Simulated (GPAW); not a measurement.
# InPd: optical spectrum from first principles, part 2 of 2

Aim: the dielectric function of InPd, and the optical constants that follow from it.

GPAW 26.7.0; DFT, PBE, plane-wave PAW (GPAW data sets), scalar-relativistic, RPA, optical limit.

So far. Step 2 (Ground state): There are states at the Fermi level within the smearing, so the occupations stay smeared and the carriers get a Drude term.

## 4. Dielectric function, RPA

Local fields let the induced charge screen the field inside the cell, which as a rule lowers ε, most along directions where the density is uneven.

This step: DFT, PBE, plane-wave PAW (GPAW data sets), scalar-relativistic, RPA, optical limit (GPAW 26.7.0).

df.py

```python
from gpaw.response.df import DielectricFunction

df = DielectricFunction('full.gpw', frequencies={'type': 'nonlinear', 'domega0': 0.03, 'omega2': 8},
                        ecut=50,
                        eta=0.15,
                        nbands=34,
                        rate=0.05,
                        txt='df.txt')
for direction in ['x']:
    df.get_dielectric_function(xc='RPA', direction=direction, filename=f'df_{direction}.csv')
```

On the command line:

```sh
$ OMP_NUM_THREADS=1 python df.py
```

Numbers of over 12 decimals in the logs are rounded to 6 here.

The log of the run:

```text
Using integrator: PointIntegrator
NonLinearFrequencyDescriptor(from 0.000 to 84.484 eV, 525 points)
Nonperiodic BCs:  [False False False]
Using integrator: PointIntegrator
NonLinearFrequencyDescriptor(from 0.000 to 84.484 eV, 525 points)
Nonperiodic BCs:  [False False False]
Using integrator: PointIntegrator

Calculating chi0 body with:
    Ground state adapter containing:
    Number of spins: 1
    Number of kpoints: 2197
    Number of irreducible kpoints: 84
    Number of completely occupied states: 13
    Number of partially occupied states: 15

    Linear response parametrization:
    q_c: [0.0, 0.0, 0.0]
    Number of frequency points: 525
    Planewave cutoff: 50.0
    Number of bands: 34
    Number of planewaves: 27
    Broadening (eta): 0.15

Integrating chi0 body.

Symmetries of q_c:
    Direct symmetries (Uq -> q): 48
    Indirect symmetries (TUq -> q): 0
In total 48 allowed symmetries.

84 groups of equivalent kpoints. 96.176604% reduction.

Integral kind: spectral function

Calculating chi0 optical extensions with:
    Ground state adapter containing:
    Number of spins: 1
    Number of kpoints: 2197
    Number of irreducible kpoints: 84
    Number of completely occupied states: 13
    Number of partially occupied states: 15

    Linear response parametrization:
    Number of frequency points: 525
    Planewave cutoff: 50.0
    Number of bands: 34
    Number of planewaves: 27
    Broadening (eta): 0.15
Integrating chi0 head and wings.

Symmetries of q_c:
    Direct symmetries (Uq -> q): 48
    Indirect symmetries (TUq -> q): 0
In total 48 allowed symmetries.

84 groups of equivalent kpoints. 96.176604% reduction.

Integral kind: spectral function wings

Calculating drude chi0 with:
    Number of frequency points:525
    Plasma frequency decay rate: 0.05 eV

    Ground state adapter containing:
    Number of spins: 1
    Number of kpoints: 2197
    Number of irreducible kpoints: 84
    Number of completely occupied states: 13
    Number of partially occupied states: 15

Symmetries of q_c:
    Direct symmetries (Uq -> q): 48
    Indirect symmetries (TUq -> q): 0
In total 48 allowed symmetries.

84 groups of equivalent kpoints. 96.176604% reduction.

Integral kind: intraband
Plasma frequency:
[[8.26-0.j 0.  +0.j 0.  +0.j]
 [0.  -0.j 8.26-0.j 0.  +0.j]
 [0.  +0.j 0.  +0.j 8.26-0.j]]
```

Elapsed: 10 s, on 1 thread of Arm Neoverse V2, shared host; peak memory 0.26 GiB.

Some rows of df_x.csv (energy; Re and Im without local fields; Re and Im with them):

```text
0.000000, 27289.098810, -0.000000, 27289.082745, -0.000000
0.460735, -293.731545, 69.445830, -293.743860, 69.450780
0.943989, -59.927345, 21.218946, -59.944046, 21.320317
1.451455, -21.765399, 6.879351, -21.838624, 6.873147
1.984998, -9.243722, 9.081994, -9.283444, 9.076948
2.546682, -3.559320, 10.060218, -3.557555, 10.026886
3.138794, -3.811198, 7.062123, -3.813354, 7.043570
3.763875, -0.160904, 6.092526, -0.175739, 6.070484
4.424758, 0.107835, 6.483856, 0.076961, 6.491961
5.124608, -0.546081, 7.935101, -0.480290, 7.844898
5.866977, -1.803884, 7.751710, -1.744146, 7.753507
6.655862, -2.951869, 5.448829, -2.965352, 5.558655
7.495775, -2.944657, 3.387745, -3.068289, 3.487141
8.391833, -1.815125, 2.356239, -1.927784, 2.349651
9.349861, -1.507531, 1.716074, -1.590054, 1.713144
10.376517, -1.018713, 1.525579, -1.090752, 1.479852
11.479449, -0.439978, 1.333448, -0.519101, 1.248781
12.667487, -0.035927, 1.093282, -0.101693, 1.007150
13.950874, -0.278515, 1.342308, -0.250726, 1.253471
```

The Im ε, E ∥ x has structure finer than the step of the table below, so its rows give means over 0.5 eV, whole bins alone (the curve runs from 0.305 to 14.0 eV). Peaks (eV: height): 1.80: 11.0.

Sum at mesh points, not converged in k. Table of Im ε, E ∥ x by photon energy; means over each step:

| photon energy (eV) | Im ε, E ∥ x |
| --- | --- |
| 1.0 | 18.0 |
| 1.5 | 7.82 |
| 2.0 | 9.55 |
| 2.5 | 10.1 |
| 3.0 | 8.28 |
| 3.5 | 6.44 |
| 4.0 | 7.18 |
| 4.5 | 7.01 |
| 5.0 | 7.58 |
| 5.5 | 7.37 |
| 6.0 | 7.31 |
| 6.5 | 5.71 |
| 7.0 | 4.47 |
| 7.5 | 3.47 |
| 8.0 | 2.86 |
| 8.5 | 2.45 |
| 9.0 | 2.12 |
| 9.5 | 1.66 |
| 10.0 | 1.62 |
| 10.5 | 1.41 |
| 11.0 | 1.17 |
| 11.5 | 1.21 |
| 12.0 | 1.08 |
| 12.5 | 0.985 |
| 13.0 | 1.08 |
| 13.5 | 1.16 |

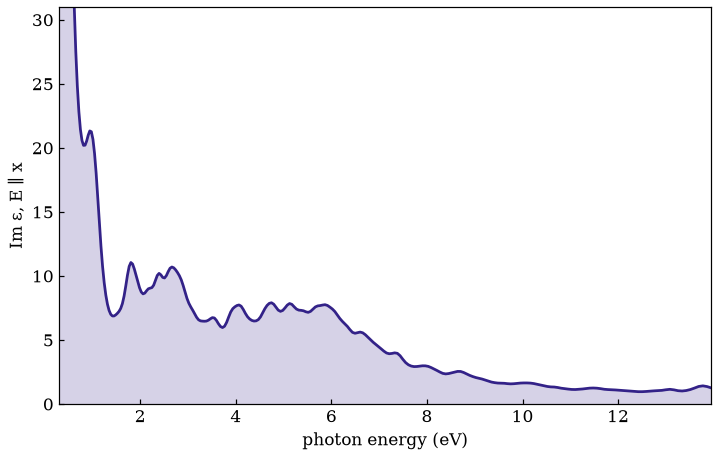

Im ε, E ∥ x against photon energy. Below 1 eV the curve runs off the scale.

Values under 1 per cm are given as 1; sum at mesh points, not converged in k. The absorption coefficient, E ∥ x by photon energy:

| photon energy (eV) | absorption coefficient, E ∥ x (1/cm) |
| --- | --- |
| 1.01 | 7.7e5 |
| 1.99 | 6.7e5 |
| 3.02 | 8.0e5 |
| 3.98 | 7.9e5 |
| 4.98 | 9.8e5 |
| 6.02 | 1.4e6 |
| 6.99 | 1.5e6 |
| 8.03 | 1.4e6 |
| 9.02 | 1.4e6 |
| 10.03 | 1.2e6 |
| 11.03 | 1.1e6 |
| 12.02 | 1.1e6 |
| 13.00 | 9.9e5 |

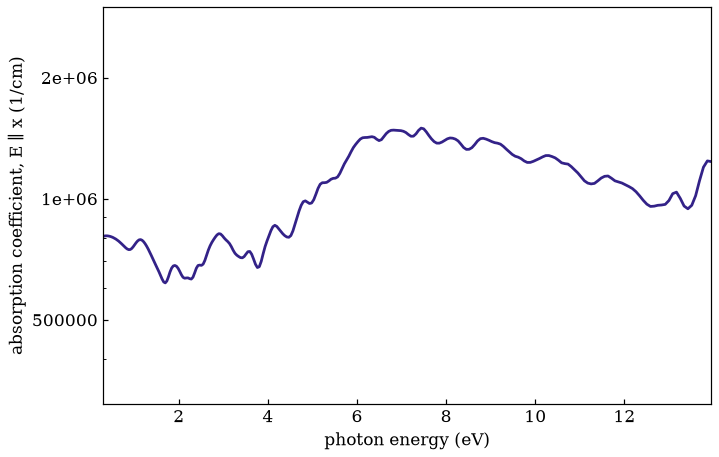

Absorption coefficient, E ∥ x against photon energy.

The Im ε, E ∥ x has structure finer than the step of the table below, so its rows give means over 1 eV, whole bins alone (the curve runs from 0.305 to 14.0 eV). Peaks (eV: height): without local fields 1.8: 11.1; with local fields 1.8: 11.0.

Sum at mesh points, not converged in k. Im ε, E ∥ x against photon energy; means over each step:

| photon energy (eV) | without local fields | with local fields |
| --- | --- | --- |
| 1 | 19.1 | 19.1 |
| 2 | 9.32 | 9.28 |
| 3 | 8.38 | 8.37 |
| 4 | 6.83 | 6.82 |
| 5 | 7.54 | 7.48 |
| 6 | 6.92 | 6.98 |
| 7 | 4.46 | 4.58 |
| 8 | 2.77 | 2.81 |
| 9 | 2.12 | 2.11 |
| 10 | 1.61 | 1.58 |
| 11 | 1.27 | 1.22 |
| 12 | 1.15 | 1.08 |
| 13 | 1.15 | 1.05 |

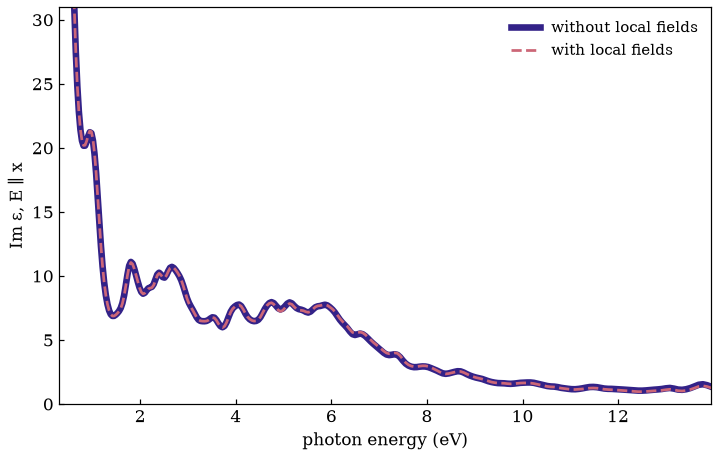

Im ε, E ∥ x, plotted against photon energy. Below 1 eV the curve runs off the scale.

Sum at mesh points, not converged in k. Table of reflectivity at normal incidence, E ∥ x by photon energy; read off at these points:

| photon energy (eV) | reflectivity at normal incidence, E ∥ x (%) |
| --- | --- |
| 1.0 | 91.2 |
| 2.0 | 66.8 |
| 3.0 | 54.4 |
| 4.0 | 37.9 |
| 5.0 | 37.6 |
| 6.0 | 45.7 |
| 7.0 | 50.3 |
| 7.6 | 51.7 |
| 8.0 | 46.9 |
| 9.0 | 46.9 |
| 10.0 | 37.7 |
| 11.0 | 35.8 |
| 12.0 | 28.3 |
| 13.0 | 17.6 |

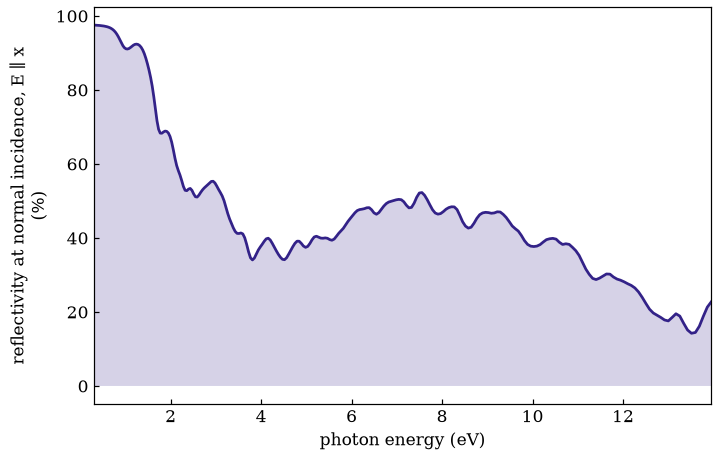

Reflectivity at normal incidence, E ∥ x, plotted against photon energy.

The loss function −Im 1/ε at q → 0, E ∥ x has structure finer than the step of the table below, so its rows give means over 1 eV, whole bins alone (the curve runs from 0.305 to 14.0 eV). Peaks (eV: height): 12.6: 1.00.

Sum at mesh points, not converged in k. Loss function −Im 1/ε at q → 0, E ∥ x against energy loss; means over each step:

| energy loss (eV) | loss function −Im 1/ε at q → 0, E ∥ x |
| --- | --- |
| 1 | 0.00542 |
| 2 | 0.0596 |
| 3 | 0.104 |
| 4 | 0.146 |
| 5 | 0.133 |
| 6 | 0.129 |
| 7 | 0.152 |
| 8 | 0.215 |
| 9 | 0.281 |
| 10 | 0.417 |
| 11 | 0.606 |
| 12 | 0.813 |
| 13 | 0.945 |

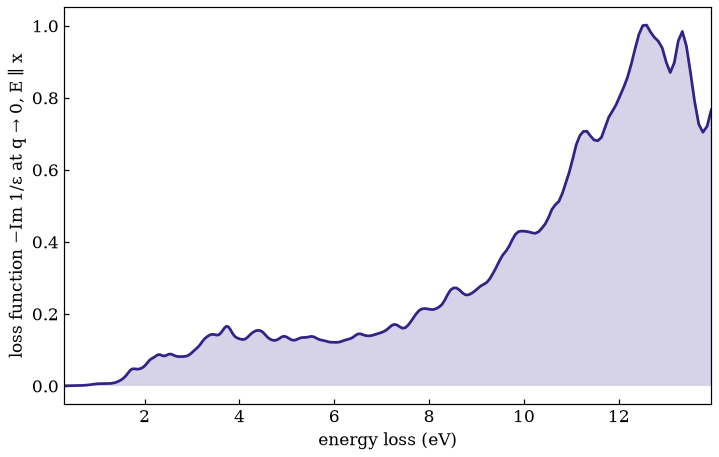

Loss function −Im 1/ε at q → 0, E ∥ x, plotted against energy loss.

Optical constants at common wavelengths, from n + ik = √ε:

| wavelength (nm) | n | k | R (%) | 1/α |
| --- | --- | --- | --- | --- |
| 800 | 0.86 | 4.202 | 83.7 | 15 nm |
| 633 | 1.38 | 3.411 | 68.1 | 15 nm |
| 450 | 1.85 | 2.804 | 53.7 | 13 nm |
| 405 | 1.48 | 2.544 | 53.0 | 13 nm |
| 365 | 1.57 | 2.073 | 42.4 | 14 nm |
| 248 | 1.90 | 1.940 | 37.6 | 10 nm |
| 193 | 1.31 | 2.166 | 47.8 | 7.1 nm |

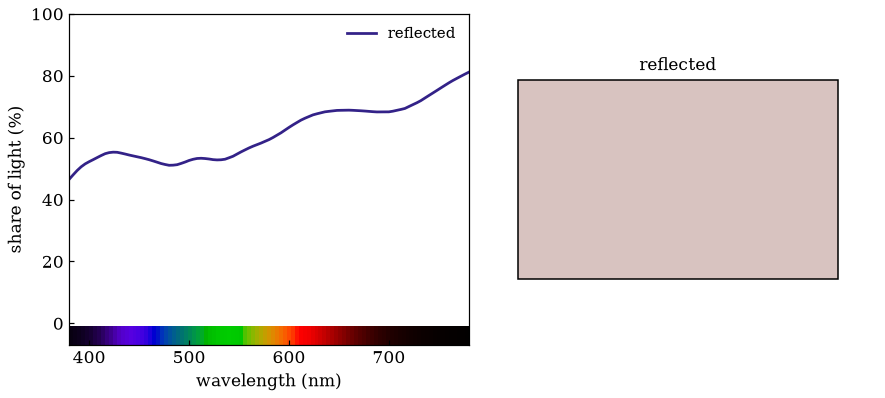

Light reflected across the visible range, with the colour that it makes of daylight (sRGB).

In reflection the computed colour is faintly red: x = 0.332, y = 0.332, luminous reflectivity 57 %.

## 5. Outcome

What this shows: At this level (PBE, RPA) InPd is a metal. The mesh is too coarse to trust the carriers' weight, the reflectivity or the colour to better than tens of per cent. In reflection the computed colour is faintly red: x = 0.332, y = 0.332, luminous reflectivity 57 %. The carriers' damping of 0.05 eV is typed, not computed; it shapes the response at the lowest energies. Spin-orbit coupling is left out although heavy atoms are present. In this version of GPAW the matrix elements of the optical limit are incomplete, which can lower ε − 1 by up to a tenth where first-row anions or d states rule, and shift it by more in d metals. GPAW's carrier term has the form −ωp²/(ω + i·rate)², which damps like twice the rate and fails at low energy, so the curves leave the lowest energies out. The sum runs over mesh points 0.15 Å⁻¹ apart with no interpolation, so peaks are partly noise of the mesh, and the Drude plasma energy, a sum over the Fermi surface, isn't converged.

[Machine, clock and banner lines and Python warnings are left out of the logs.]

[Logs are printed without paths, hosts, clocks, repeated set-up lines and the standing remarks that a program may print on its own settings, such as how far it seeks lower states.]

[Hosts, paths, dates, database ids (printed as entryN), source tags and the programs' standing remarks are cut or masked in the printed files.]
